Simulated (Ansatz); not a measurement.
# BHO···H2O: what the fields show

Input

```
crystal:
  periodic: [false, false, false]
  atoms:
    - { symbol: B, position_ang: [0.0, 0.0, 0.0] }
    - { symbol: O, position_ang: [0.9238, 0.0, 1.3186] }
    - { symbol: H, position_ang: [0.0143, -0.2814, 1.6557] }
    - { symbol: H, position_ang: [1.3899, 0.0, 0.0173] }
    - { symbol: O, position_ang: [-1.2211, 0.0, -0.705] }
    - { symbol: H, position_ang: [-1.7308, -0.8467, -0.4965] }
basis:
  gaussian: { orbitals: "6-31G*" }
hamiltonian:
  xc: b3lyp
  dispersion: d4
relax:
  f_tol: 0.15
  max_steps: 25
  restrain:
    - { distance: [1, 3], at: 1.01, k: 30.0 }
    - { distance: [0, 1], at: 2.61, k: 30.0 }
    - { distance: [0, 3], at: 2.39, k: 30.0 }
output:
  orbitals: {}
```

Run with:

```sh
ansatz run input.yaml --threads 1 --pin off --max-ram 2048MiB --backend cpu --events-out ev --progress --plain --runs-dir out
```

The fields are those of the run's last geometry, not of the input's.

Not at a stationary point (largest force 0.7 eV/Å).

All numbers below come from RKS B3LYP-D4/6-31G* in Ansatz.

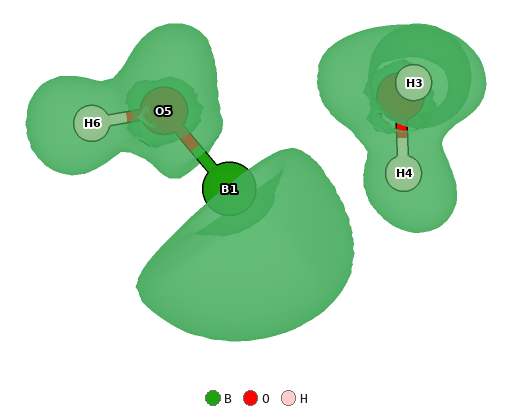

Figure 1. Isosurface of the electron localisation function at 0.75 (green), seen at a tilt. Only the valence region is drawn (cores and ρ < 0.01 e/Å³ removed).

### What do the ELF domains correspond to?

The ELF exceeds this value in one lobe on B, pointing away from the bonds (lone pairs) and two joined regions spread over several atoms (H, O), in which their bonds and any lone pairs are merged. Along the contacts the grid gives the following. B1···O2 (2.61 Å): the ELF dips to about 0.10 between them. B–O (1.31 Å): the ELF peaks at about 0.90 between the atoms; a polar covalent bond.

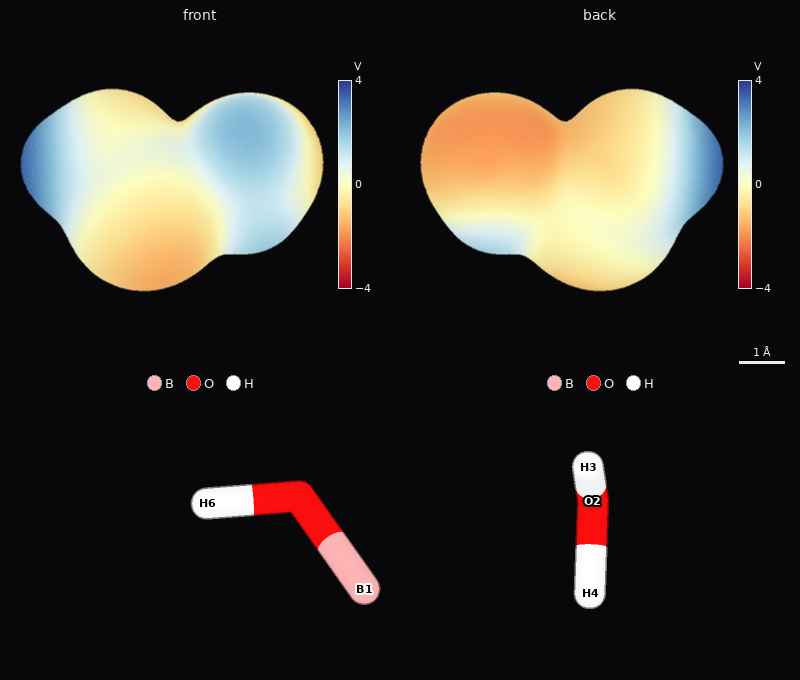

Figure 2. The electrostatic potential painted on the density surface at 0.002 e/bohr³, seen from the front and from behind; red is negative and blue positive. The bare structure is drawn below in the same view.

### Describe the electrostatic potential map.

The most negative region (about −1.9 V) lies over O2, the most positive (about +3.3 V) over H6. O2 is the likeliest acceptor of a hydrogen bond.

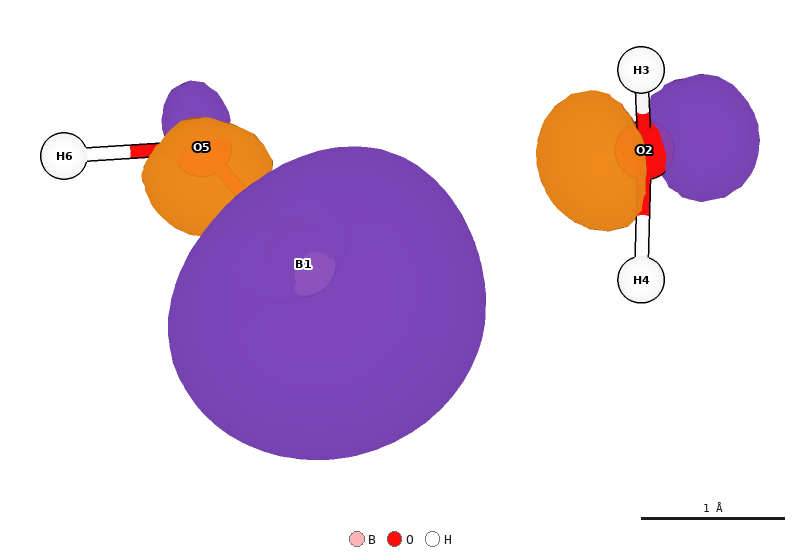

Figure 3. The HOMO at ±0.2 Å⁻³ᐟ² (orange and purple are the two phases), seen across its widest extent.

### Where does this orbital lie, and at what energy?

It lies mainly on B1 (about 75 %), O2 (about 10 %) and O5 (about 5 %). Its energy is −6.02 eV.
